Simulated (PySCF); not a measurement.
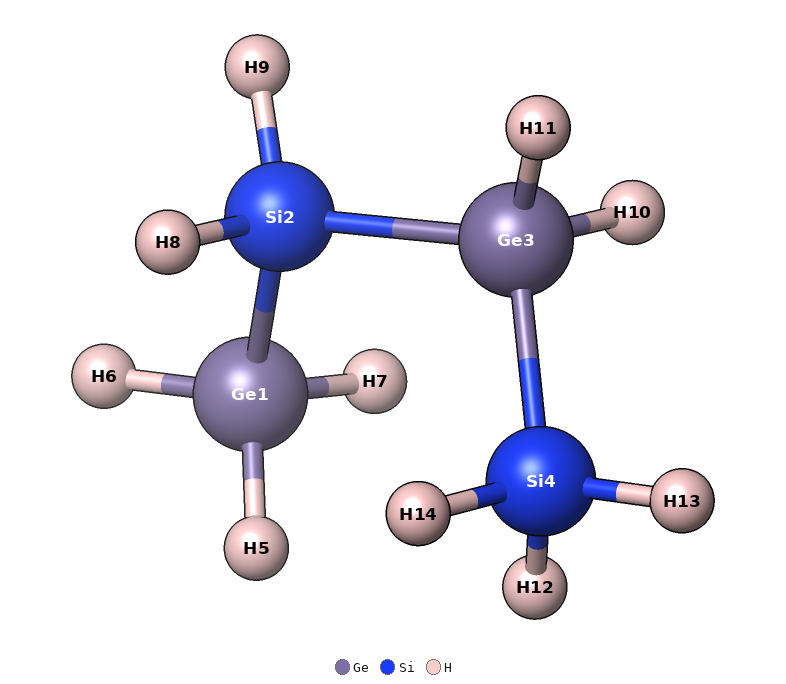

Computed geometry: PBE0-D3(BJ)/def2-SVP optimisation. No frequency run is at hand to confirm it as a minimum. Properties computed with delta-SCF UKS SCAN, pcX-2 on the ionised atom (unc-x2c-TZVPall on a metal), pcseg-1 elsewhere, spin-free X2C (PySCF 2.14.0).

Give the core-electron binding energies (to vacuum; p and d levels without spin–orbit splitting) of Si2 1s, Si2 2p, Si4 1s, Si4 2p.

```json
{"atom": "Si2", "level": "1s", "binding energy (eV)": "1845.9"}
{"atom": "Si2", "level": "2p", "binding energy (eV)": "106.4"}
{"atom": "Si4", "level": "1s", "binding energy (eV)": "1846.2"}
{"atom": "Si4", "level": "2p", "binding energy (eV)": "106.7"}
```
